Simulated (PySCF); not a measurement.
C₂H₅BO, SMILES C(=C/O)/B at its CAM-B3LYP/def2-SVP optimised geometry (Å):

```
9

B      0.8698     0.5938     0.0006
C      0.0680    -0.6859     0.0000
C     -1.2930    -0.6859     0.0000
O     -2.0747     0.3802     0.0000
H      0.3054     1.6738     0.0009
H      2.0747     0.6101     0.0007
H      0.5349    -1.6738    -0.0001
H     -1.8878    -1.6073     0.0000
H     -1.5085     1.1725     0.0002
```

Calculation: CAM-B3LYP/def2-TZVP in PySCF 2.14.0. Cells within 0.4 Å of a nucleus heavier than hydrogen are left out (blank, or x).

Map of the Laplacian of the electron density (e/bohr⁵), clipped to [-1.50, 1.50] on the plane z = 0.0 Å:

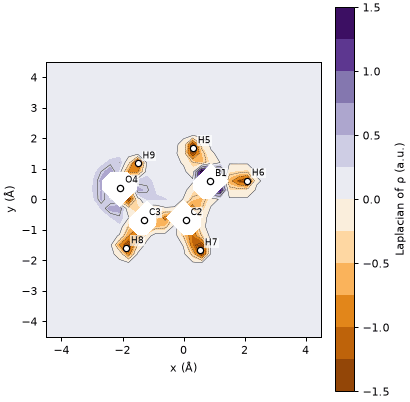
Figure: Laplacian of the electron density (e/bohr⁵), clipped to [-1.50, 1.50] on the plane z = 0.0 Å.
